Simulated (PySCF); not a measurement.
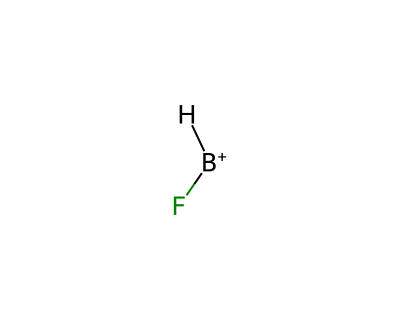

Figure made from data computed with PySCF.

2D structure. State: charge +1, singlet.

**Transcribe the drawing into SMILES.**

[BH+]F

**What is the molecular formula?**

BFH, charge +1.

**An optimisation with PBE0-D3(BJ)/def2-SVP gave a structure of which point group?**

C∞v.
